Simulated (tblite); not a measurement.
C4H10NSSi: geometry relaxation (part 1 of 4)

System: C4H10NSSi, multiplicity 2.
Method: GFN2-xTB geometry optimisation, gas phase (tblite 0.8.0).

It belongs to a series of runs on one base structure; here: H removed from N.

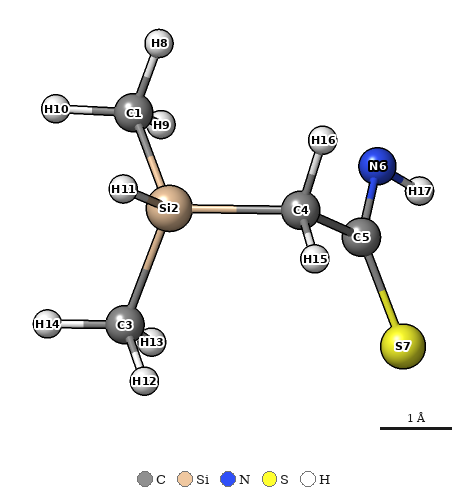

Fig. 1: The input geometry (ball-and-stick view, seen at a tilt; atoms are numbered from 1 in the order of the input).

Results in brief

| quantity | value |
| --- | --- |
| outcome | converged |
| total energy | −584.8380 eV |
| hardware | 1 CPU thread, shared host |
| wall time | 0.55 s |
| peak memory | 0.18 GiB |

The input
```
{"job": {"kind": "relax", "xc": "GFN2-xTB", "basis": "xTB"}, "charge": 0, "multiplicity": 2}
C     -0.783500     1.858400     0.049800
Si    -0.805600     0.094000     0.608600
C     -1.645200    -1.003000    -0.624900
C      0.918300    -0.531700     1.036500
C      1.888400    -0.679100    -0.102400
N      2.478300     0.459700    -0.444800
S      2.174500    -2.133600    -0.880500
H     -0.299500     2.510400     0.793400
H     -0.253100     1.966600    -0.896800
H     -1.817000     2.226500    -0.091000
H     -1.627700     0.037500     1.860800
H     -1.683000    -2.041700    -0.285300
H     -1.146200    -0.969200    -1.583800
H     -2.682200    -0.672900    -0.789500
H      0.803700    -1.502600     1.544200
H      1.350700     0.132000     1.811300
H      3.122000     0.260700    -1.217100
```

The first line tells a small driver script what to run in tblite; the rest is the geometry in Å.

Command:
```bash
OMP_NUM_THREADS=1 python <driver script> task.json out
```

Log
```
step      E/eV     max force
  0    -584.45813    3.744
  1    -584.70954    1.591
  2    -584.74755    0.658
  3    -584.76435    0.336
  4    -584.78605    0.232
  5    -584.79189    0.208
  6    -584.79645    0.153
  7    -584.80037    0.165
  8    -584.80478    0.183
  9    -584.80795    0.148
 10    -584.80965    0.117
 11    -584.81072    0.098
 12    -584.81185    0.133
 13    -584.81322    0.143
 14    -584.81463    0.110
 15    -584.81573    0.078
 16    -584.81656    0.085
 17    -584.81751    0.111
 18    -584.81885    0.137
 19    -584.82043    0.135
 20    -584.82182    0.109
 21    -584.82293    0.086
 22    -584.82399    0.087
 23    -584.82519    0.094
 24    -584.82671    0.124
 25    -584.82843    0.153
 26    -584.83012    0.123
 27    -584.83171    0.083
 28    -584.83326    0.088
 29    -584.83458    0.095
 30    -584.83534    0.079
 31    -584.83562    0.035
 32    -584.83574    0.023
 33    -584.83583    0.021
 34    -584.83590    0.024
 35    -584.83594    0.018
 36    -584.83599    0.021
 37    -584.83604    0.021
 38    -584.83610    0.029
 39    -584.83615    0.023
 40    -584.83619    0.012
 41    -584.83622    0.013
 42    -584.83625    0.021
 43    -584.83631    0.031
 44    -584.83638    0.030
 45    -584.83643    0.016
 46    -584.83646    0.013
 47    -584.83650    0.016
 48    -584.83656    0.027
 49    -584.83663    0.030
 50    -584.83671    0.021
 51    -584.83676    0.017
 52    -584.83680    0.017
 53    -584.83684    0.015
 54    -584.83688    0.013
 55    -584.83691    0.012
 56    -584.83694    0.015
 57    -584.83696    0.013
 58    -584.83699    0.014
 59    -584.83701    0.011
 60    -584.83702    0.010
 61    -584.83704    0.012
 62    -584.83705    0.011
 63    -584.83708    0.011
 64    -584.83710    0.013
 65    -584.83713    0.015
 66    -584.83719    0.021
 67    -584.83727    0.023
 68    -584.83736    0.021
 69    -584.83742    0.013
 70    -584.83745    0.016
 71    -584.83748    0.017
 72    -584.83753    0.021
 73    -584.83759    0.024
 74    -584.83766    0.022
 75    -584.83773    0.025
 76    -584.83780    0.023
 77    -584.83786    0.018
 78    -584.83789    0.025
 79    -584.83793    0.013
 80    -584.83795    0.012
 81    -584.83798    0.013
 82    -584.83801    0.015
 83    -584.83803    0.009
```

Trajectory as extended XYZ (Å, eV, eV/Å), 47 of the 84 frames kept, from step=0 to step=83
```
17
Properties=species:S:1:pos:R:3:forces:R:3 step=0 energy=-584.45813
C    -0.7835    1.8584    0.0498   -0.2150   1.2530  -0.1850
Si   -0.8056    0.0940    0.6086   -0.6190   0.0180   1.1130
C    -1.6452   -1.0030   -0.6249   -0.8460  -0.5940  -0.5440
C     0.9183   -0.5317    1.0365    1.0930  -0.9790   0.7060
C     1.8884   -0.6791   -0.1024   -0.1240   3.5880   1.0630
N     2.4783    0.4597   -0.4448   -0.4430  -3.0180  -0.3290
S     2.1745   -2.1336   -0.8805    0.1070  -0.4720  -0.3170
H    -0.2995    2.5104    0.7934   -0.1890  -0.2210  -0.4080
H    -0.2531    1.9666   -0.8968   -0.0600   0.1340   0.1440
H    -1.8170    2.2265   -0.0910    0.6030  -0.1220   0.0240
H    -1.6277    0.0375    1.8608    0.3040  -0.0620  -0.1440
H    -1.6830   -2.0417   -0.2853    0.0060   0.1910  -0.1810
H    -1.1462   -0.9692   -1.5838    0.0490  -0.1380  -0.1930
H    -2.6822   -0.6729   -0.7895    0.3940  -0.1850   0.0450
H     0.8037   -1.5026    1.5442   -0.0060   0.1250  -0.2500
H     1.3507    0.1320    1.8113   -0.0920  -0.1490  -0.6260
H     3.1220    0.2607   -1.2171    0.0400   0.6300   0.0830
17
Properties=species:S:1:pos:R:3:forces:R:3 step=2 energy=-584.74755
C    -0.7870    1.8827    0.0456    0.0670  -0.0990  -0.0080
Si   -0.8198    0.0945    0.6331   -0.1260   0.0320   0.0640
C    -1.6606   -1.0145   -0.6367    0.1030   0.0210  -0.0300
C     0.9403   -0.5496    1.0534   -0.2160   0.0050   0.4080
C     1.8706   -0.6255   -0.0686    0.1380   0.1900  -0.0700
N     2.4833    0.4158   -0.4616   -0.2940  -0.3710   0.2580
S     2.1755   -2.1425   -0.8862   -0.1380   0.2290   0.1390
H    -0.3030    2.5079    0.7844    0.0330   0.1820  -0.0520
H    -0.2542    1.9711   -0.8940    0.0240   0.1500  -0.0290
H    -1.8047    2.2260   -0.0913   -0.0050   0.1680  -0.0690
H    -1.6207    0.0356    1.8600    0.0490  -0.0680   0.2410
H    -1.6836   -2.0397   -0.2902   -0.0510  -0.1340  -0.1180
H    -1.1453   -0.9735   -1.5890   -0.0060  -0.1240  -0.1130
H    -2.6764   -0.6773   -0.7896   -0.1480  -0.0710  -0.0890
H     0.8050   -1.5052    1.5387    0.0980  -0.3690  -0.0190
H     1.3494    0.1295    1.7975    0.0760   0.1260  -0.0050
H     3.1241    0.2767   -1.2171    0.3980   0.1340  -0.5060
17
Properties=species:S:1:pos:R:3:forces:R:3 step=4 energy=-584.78605
C    -0.7843    1.8831    0.0446   -0.0060   0.0350   0.0170
Si   -0.8300    0.0955    0.6424    0.0040  -0.0560  -0.0430
C    -1.6593   -1.0161   -0.6411   -0.0500  -0.0280  -0.0120
C     0.9319   -0.5539    1.0779   -0.0370   0.0000  -0.1010
C     1.8625   -0.6201   -0.0563    0.0100  -0.1750  -0.0640
N     2.4864    0.4007   -0.4666    0.1650   0.1010  -0.1280
S     2.1663   -2.1311   -0.8786   -0.1450   0.1050   0.1030
H    -0.3019    2.5191    0.7785    0.0150   0.0980  -0.0540
H    -0.2527    1.9818   -0.8954    0.0260   0.0620  -0.0130
H    -1.8012    2.2368   -0.0959    0.0510   0.1030  -0.0480
H    -1.6163    0.0306    1.8765    0.0000  -0.0500   0.2240
H    -1.6870   -2.0472   -0.2996   -0.0250  -0.0090  -0.1130
H    -1.1456   -0.9827   -1.5974   -0.0250  -0.0660  -0.0130
H    -2.6830   -0.6837   -0.7956    0.0360  -0.1010  -0.0730
H     0.8125   -1.5294    1.5366    0.1020  -0.1010   0.0340
H     1.3546    0.1379    1.7969    0.0300   0.0630   0.1950
H     3.1400    0.2907   -1.2384   -0.1520   0.0180   0.0880
17
Properties=species:S:1:pos:R:3:forces:R:3 step=5 energy=-584.79189
C    -0.7837    1.8839    0.0446   -0.0040   0.0560   0.0040
Si   -0.8326    0.0948    0.6441    0.0000  -0.0460  -0.0160
C    -1.6599   -1.0171   -0.6426   -0.0450  -0.0400  -0.0220
C     0.9293   -0.5549    1.0827    0.0750   0.0020  -0.1090
C     1.8611   -0.6209   -0.0545    0.0100  -0.0770  -0.0450
N     2.4891    0.3977   -0.4693    0.1010   0.1040  -0.0610
S     2.1613   -2.1263   -0.8749   -0.1260   0.0210   0.0530
H    -0.3013    2.5238    0.7760    0.0110   0.0680  -0.0460
H    -0.2519    1.9857   -0.8960    0.0190   0.0320   0.0060
H    -1.7994    2.2415   -0.0980    0.0510   0.0830  -0.0400
H    -1.6151    0.0284    1.8848    0.0220  -0.0420   0.1590
H    -1.6883   -2.0493   -0.3041   -0.0180  -0.0040  -0.0930
H    -1.1461   -0.9862   -1.5998   -0.0270  -0.0450   0.0120
H    -2.6841   -0.6872   -0.7985    0.0370  -0.0880  -0.0720
H     0.8163   -1.5375    1.5367    0.0990   0.0330   0.0160
H     1.3564    0.1411    1.8001   -0.0280  -0.0310   0.1440
H     3.1419    0.2946   -1.2429   -0.1750  -0.0260   0.1090
17
Properties=species:S:1:pos:R:3:forces:R:3 step=7 energy=-584.80037
C    -0.7826    1.8874    0.0445    0.0100   0.0130  -0.0030
Si   -0.8367    0.0922    0.6467   -0.0050   0.0160   0.0470
C    -1.6619   -1.0204   -0.6457    0.0110  -0.0210  -0.0030
C     0.9310   -0.5557    1.0853    0.0880   0.0290   0.0050
C     1.8610   -0.6214   -0.0546    0.0150   0.1450   0.0280
N     2.4934    0.3973   -0.4714   -0.0870   0.0530   0.1220
S     2.1478   -2.1205   -0.8682   -0.0750  -0.1280  -0.0570
H    -0.2998    2.5336    0.7704    0.0130   0.0220  -0.0130
H    -0.2498    1.9923   -0.8962    0.0170  -0.0180   0.0180
H    -1.7946    2.2525   -0.1030    0.0180   0.0520  -0.0260
H    -1.6111    0.0231    1.9032    0.0870  -0.0300   0.0010
H    -1.6911   -2.0533   -0.3148   -0.0080  -0.0530  -0.0290
H    -1.1481   -0.9932   -1.6024    0.0060  -0.0030  -0.0010
H    -2.6849   -0.6963   -0.8066   -0.0290  -0.0370  -0.0640
H     0.8269   -1.5445    1.5370    0.0740   0.1460  -0.0190
H     1.3560    0.1416    1.8104   -0.0780  -0.1250   0.0180
H     3.1374    0.2974   -1.2463   -0.0550  -0.0600  -0.0240
17
Properties=species:S:1:pos:R:3:forces:R:3 step=9 energy=-584.80795
C    -0.7812    1.8915    0.0446    0.0090  -0.0200   0.0020
Si   -0.8396    0.0904    0.6508    0.0020   0.0470   0.0140
C    -1.6635   -1.0250   -0.6482    0.0230  -0.0040   0.0130
C     0.9373   -0.5537    1.0853   -0.0730   0.0440   0.0790
C     1.8625   -0.6150   -0.0541   -0.0020   0.1220   0.0460
N     2.4937    0.4043   -0.4665   -0.0730   0.0120   0.0770
S     2.1286   -2.1241   -0.8657   -0.0570  -0.0720  -0.0620
H    -0.2973    2.5444    0.7644    0.0140  -0.0240   0.0200
H    -0.2462    1.9966   -0.8951    0.0240  -0.0600   0.0130
H    -1.7887    2.2667   -0.1097   -0.0030   0.0060  -0.0070
H    -1.6010    0.0157    1.9210    0.1120  -0.0200  -0.0940
H    -1.6942   -2.0607   -0.3270    0.0090  -0.0540   0.0280
H    -1.1494   -0.9997   -1.6045    0.0460   0.0330  -0.0050
H    -2.6869   -0.7079   -0.8192   -0.0370   0.0040  -0.0270
H     0.8426   -1.5404    1.5366    0.0090   0.0300  -0.0110
H     1.3504    0.1337    1.8240   -0.0180  -0.0290  -0.0130
H     3.1260    0.2950   -1.2483    0.0130  -0.0150  -0.0740
17
Properties=species:S:1:pos:R:3:forces:R:3 step=11 energy=-584.81072
C    -0.7805    1.8923    0.0449    0.0020   0.0000   0.0000
Si   -0.8400    0.0918    0.6518    0.0020   0.0040  -0.0600
C    -1.6634   -1.0271   -0.6484   -0.0020  -0.0100  -0.0020
C     0.9361   -0.5507    1.0874   -0.0440   0.0110   0.0130
C     1.8620   -0.6087   -0.0516   -0.0370  -0.0170   0.0100
N     2.4922    0.4091   -0.4629    0.0170   0.0000  -0.0360
S     2.1185   -2.1285   -0.8678   -0.0730   0.0640   0.0100
H    -0.2958    2.5463    0.7635    0.0110  -0.0340   0.0200
H    -0.2436    1.9942   -0.8940    0.0260  -0.0570   0.0060
H    -1.7866    2.2715   -0.1123    0.0070  -0.0100  -0.0020
H    -1.5917    0.0122    1.9220    0.0600  -0.0150  -0.0370
H    -1.6946   -2.0652   -0.3295    0.0190   0.0070   0.0220
H    -1.1473   -0.9998   -1.6048    0.0370   0.0290   0.0250
H    -2.6885   -0.7119   -0.8247    0.0200  -0.0050  -0.0010
H     0.8481   -1.5370    1.5362   -0.0300  -0.0400   0.0060
H     1.3476    0.1300    1.8291    0.0150   0.0540   0.0290
H     3.1203    0.2933   -1.2504   -0.0300   0.0210  -0.0010
17
Properties=species:S:1:pos:R:3:forces:R:3 step=13 energy=-584.81322
C    -0.7794    1.8927    0.0449    0.0060   0.0050  -0.0100
Si   -0.8404    0.0936    0.6478    0.0140  -0.0460  -0.0540
C    -1.6631   -1.0295   -0.6489   -0.0030  -0.0040  -0.0170
C     0.9317   -0.5473    1.0918    0.0710  -0.0200  -0.0240
C     1.8582   -0.6029   -0.0481   -0.0430  -0.0700  -0.0250
N     2.4907    0.4119   -0.4617    0.0230  -0.0110  -0.0500
S     2.1035   -2.1268   -0.8692   -0.0750   0.1160   0.0370
H    -0.2933    2.5446    0.7647    0.0090  -0.0320   0.0090
H    -0.2390    1.9869   -0.8925    0.0230  -0.0220  -0.0040
H    -1.7842    2.2745   -0.1146    0.0170  -0.0090  -0.0070
H    -1.5781    0.0078    1.9189   -0.0170  -0.0100   0.0450
H    -1.6931   -2.0687   -0.3294    0.0250   0.0490   0.0030
H    -1.1419   -0.9972   -1.6030    0.0180   0.0010   0.0280
H    -2.6885   -0.7153   -0.8294    0.0440  -0.0150   0.0080
H     0.8496   -1.5371    1.5361   -0.0530  -0.0030   0.0070
H     1.3460    0.1312    1.8347   -0.0100   0.0470   0.0210
H     3.1142    0.2937   -1.2537   -0.0500   0.0220   0.0340
17
Properties=species:S:1:pos:R:3:forces:R:3 step=14 energy=-584.81463
C    -0.7785    1.8931    0.0447    0.0130  -0.0100  -0.0140
Si   -0.8405    0.0936    0.6442    0.0220  -0.0520  -0.0010
C    -1.6628   -1.0313   -0.6498    0.0110   0.0070  -0.0170
C     0.9305   -0.5455    1.0948    0.0960  -0.0210  -0.0200
C     1.8549   -0.6002   -0.0465   -0.0280  -0.0490  -0.0250
N     2.4898    0.4130   -0.4615   -0.0010  -0.0100  -0.0230
S     2.0913   -2.1227   -0.8692   -0.0630   0.0890   0.0140
H    -0.2915    2.5430    0.7656    0.0080  -0.0310   0.0020
H    -0.2352    1.9818   -0.8915    0.0200   0.0030  -0.0090
H    -1.7822    2.2768   -0.1166    0.0210  -0.0070  -0.0110
H    -1.5693    0.0045    1.9186   -0.0480  -0.0060   0.0620
H    -1.6916   -2.0701   -0.3296    0.0270   0.0460  -0.0010
H    -1.1379   -0.9957   -1.6013    0.0120  -0.0170   0.0090
H    -2.6878   -0.7183   -0.8327    0.0350  -0.0120   0.0070
H     0.8497   -1.5376    1.5362   -0.0580   0.0290   0.0070
H     1.3447    0.1331    1.8391   -0.0270   0.0250  -0.0020
H     3.1094    0.2947   -1.2560   -0.0390   0.0150   0.0220
17
Properties=species:S:1:pos:R:3:forces:R:3 step=16 energy=-584.81656
C    -0.7763    1.8925    0.0437    0.0220  -0.0430  -0.0080
Si   -0.8396    0.0914    0.6408    0.0130  -0.0110   0.0830
C    -1.6614   -1.0332   -0.6517    0.0380   0.0220   0.0000
C     0.9325   -0.5435    1.0985    0.0100   0.0070   0.0140
C     1.8498   -0.5977   -0.0453    0.0100   0.0280   0.0030
N     2.4876    0.4142   -0.4615   -0.0330   0.0080   0.0220
S     2.0709   -2.1139   -0.8693   -0.0320  -0.0190  -0.0620
H    -0.2884    2.5397    0.7665    0.0070  -0.0300  -0.0070
H    -0.2291    1.9755   -0.8908    0.0140   0.0250  -0.0090
H    -1.7780    2.2799   -0.1201    0.0250  -0.0140  -0.0130
H    -1.5596   -0.0006    1.9217   -0.0540  -0.0010   0.0340
H    -1.6882   -2.0704   -0.3302    0.0270   0.0080   0.0010
H    -1.1318   -0.9951   -1.5994    0.0140  -0.0290  -0.0300
H    -2.6855   -0.7231   -0.8374    0.0060   0.0050   0.0010
H     0.8475   -1.5368    1.5368   -0.0400   0.0380   0.0180
H     1.3414    0.1366    1.8451   -0.0210   0.0020  -0.0250
H     3.1011    0.2966   -1.2589   -0.0060   0.0050  -0.0230
17
Properties=species:S:1:pos:R:3:forces:R:3 step=18 energy=-584.81885
C    -0.7718    1.8879    0.0419    0.0220  -0.0340   0.0050
Si   -0.8374    0.0875    0.6440   -0.0450   0.0480   0.0620
C    -1.6564   -1.0331   -0.6536    0.0390   0.0100   0.0180
C     0.9358   -0.5410    1.1025   -0.1130   0.0310   0.0300
C     1.8448   -0.5943   -0.0442    0.0240   0.0510   0.0190
N     2.4835    0.4169   -0.4608   -0.0130   0.0260   0.0220
S     2.0459   -2.1053   -0.8753   -0.0090  -0.0840  -0.1080
H    -0.2843    2.5326    0.7671    0.0120  -0.0180  -0.0080
H    -0.2210    1.9709   -0.8909    0.0090   0.0130   0.0040
H    -1.7710    2.2811   -0.1250    0.0270  -0.0330  -0.0100
H    -1.5553   -0.0060    1.9285   -0.0410   0.0020  -0.0060
H    -1.6816   -2.0691   -0.3305    0.0230  -0.0270   0.0030
H    -1.1238   -0.9970   -1.5996    0.0120  -0.0160  -0.0290
H    -2.6814   -0.7276   -0.8417    0.0140   0.0200   0.0000
H     0.8405   -1.5323    1.5396    0.0100  -0.0050   0.0390
H     1.3362    0.1414    1.8495    0.0260   0.0100  -0.0050
H     3.0904    0.2994   -1.2628    0.0030   0.0070  -0.0370
17
Properties=species:S:1:pos:R:3:forces:R:3 step=20 energy=-584.82182
C    -0.7638    1.8791    0.0393    0.0130   0.0250   0.0110
Si   -0.8375    0.0849    0.6517   -0.0920   0.0510  -0.0280
C    -1.6464   -1.0325   -0.6553    0.0090  -0.0280   0.0150
C     0.9340   -0.5356    1.1098   -0.0910   0.0170   0.0000
C     1.8377   -0.5871   -0.0414   -0.0190  -0.0120  -0.0060
N     2.4771    0.4224   -0.4594    0.0220  -0.0020   0.0000
S     2.0085   -2.0969   -0.8917   -0.0030  -0.0160  -0.0610
H    -0.2774    2.5199    0.7679    0.0240   0.0170   0.0010
H    -0.2082    1.9640   -0.8907    0.0120  -0.0190   0.0160
H    -1.7590    2.2794   -0.1326    0.0090  -0.0380  -0.0050
H    -1.5529   -0.0134    1.9372   -0.0520   0.0110  -0.0180
H    -1.6696   -2.0682   -0.3299    0.0150  -0.0330  -0.0050
H    -1.1109   -1.0003   -1.6011    0.0000   0.0080   0.0180
H    -2.6732   -0.7322   -0.8472    0.0460   0.0190   0.0020
H     0.8299   -1.5254    1.5468    0.0700  -0.0220   0.0460
H     1.3305    0.1497    1.8550    0.0570   0.0040   0.0140
H     3.0742    0.3042   -1.2700   -0.0210   0.0160   0.0010
17
Properties=species:S:1:pos:R:3:forces:R:3 step=22 energy=-584.82399
C    -0.7579    1.8752    0.0385    0.0020   0.0450   0.0090
Si   -0.8435    0.0864    0.6556   -0.0180  -0.0140  -0.0310
C    -1.6394   -1.0339   -0.6553   -0.0110  -0.0360   0.0010
C     0.9278   -0.5315    1.1147    0.0400  -0.0150  -0.0180
C     1.8317   -0.5833   -0.0402   -0.0660  -0.0480  -0.0310
N     2.4737    0.4246   -0.4578    0.0050  -0.0420   0.0100
S     1.9863   -2.0925   -0.9063   -0.0140   0.0740   0.0080
H    -0.2715    2.5132    0.7685    0.0230   0.0440   0.0090
H    -0.1996    1.9588   -0.8896    0.0210  -0.0310   0.0090
H    -1.7513    2.2753   -0.1375   -0.0170   0.0010  -0.0070
H    -1.5565   -0.0167    1.9410   -0.0700   0.0210  -0.0150
H    -1.6611   -2.0697   -0.3296    0.0060  -0.0230  -0.0080
H    -1.1029   -1.0018   -1.6010    0.0080   0.0170   0.0380
H    -2.6653   -0.7332   -0.8500    0.0260   0.0010  -0.0050
H     0.8277   -1.5221    1.5543    0.0710   0.0200   0.0200
H     1.3307    0.1547    1.8579    0.0240  -0.0230  -0.0160
H     3.0638    0.3084   -1.2747   -0.0310   0.0100   0.0270
17
Properties=species:S:1:pos:R:3:forces:R:3 step=23 energy=-584.82519
C    -0.7548    1.8747    0.0384   -0.0030   0.0300   0.0090
Si   -0.8478    0.0874    0.6568    0.0430  -0.0440   0.0000
C    -1.6361   -1.0358   -0.6551   -0.0120  -0.0250  -0.0010
C     0.9248   -0.5296    1.1167    0.0830  -0.0280  -0.0110
C     1.8272   -0.5825   -0.0405   -0.0710  -0.0390  -0.0340
N     2.4722    0.4245   -0.4564   -0.0150  -0.0490   0.0210
S     1.9752   -2.0890   -0.9138   -0.0190   0.0890   0.0230
H    -0.2678    2.5116    0.7690    0.0130   0.0490   0.0060
H    -0.1947    1.9556   -0.8887    0.0230  -0.0300   0.0070
H    -1.7479    2.2733   -0.1402   -0.0210   0.0280  -0.0070
H    -1.5607   -0.0177    1.9424   -0.0720   0.0260  -0.0240
H    -1.6568   -2.0716   -0.3299   -0.0010  -0.0210  -0.0070
H    -1.0989   -1.0022   -1.6000    0.0210   0.0160   0.0330
H    -2.6606   -0.7336   -0.8516   -0.0030  -0.0120  -0.0100
H     0.8297   -1.5202    1.5589    0.0550   0.0340   0.0050
H     1.3320    0.1564    1.8590    0.0030  -0.0280  -0.0380
H     3.0579    0.3108   -1.2766   -0.0250   0.0030   0.0270
```
